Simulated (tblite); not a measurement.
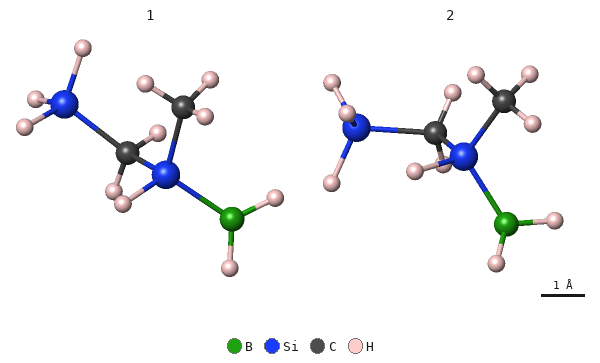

Two geometries of C2H11BSi2, drawn at one scale. One is the start of a relaxation, the other its converged end. Style: ball-and-stick. Shown from a free direction.

All numbers below come from tblite, GFN2-xTB geometry optimisation, gas phase. 

Which geometry has the lower energy?

Answer. Structure 1 is the relaxed one. The atom that moves furthest after the best rigid fit is an H atom (1.98 Å). Largest moves by element: H 1.98 Å, B 0.64 Å, Si 0.59 Å, C 0.54 Å. Near-neighbour distances that change, for instance: C–Si 1.858 → 1.926 Å, B–Si 1.914 → 1.959 Å, C–H 1.123 → 1.087 Å, B–H 1.196 → 1.171 Å. Bond angles that change, for instance: Si–C–Si 106.4° → 117.1°, B–Si–H 107.1° → 116.6°, C–Si–C 113.6° → 107.4°. Groups turn about C–Si by about 55°, C–Si by about 40°, C–Si by about 25°. Over 218 geometry steps the energy falls by 62.3 kJ/mol. Cost: 1.6 s on 1 thread of AMD EPYC 7R13 Processor (shared host).
